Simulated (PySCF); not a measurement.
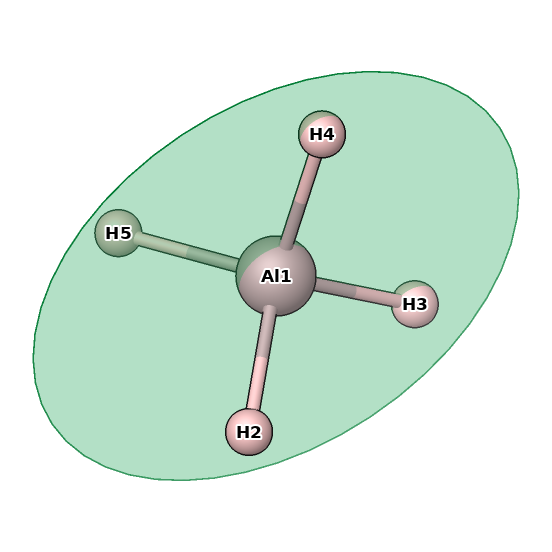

A disc through the centre of mass is drawn in. Depth is shown by fading: the farther an atom, the more it takes the colour of the background. The species has charge −1 and is a spin singlet. The geometry was computed by an optimisation with GFN2-xTB. No frequency run is at hand to confirm it as a minimum.

> Is the plane of the disc a mirror plane of the structure?

Yes. The reflection leaves Al1, H3, H4 in place and moves H2 ↔ H5. The point group is Td.
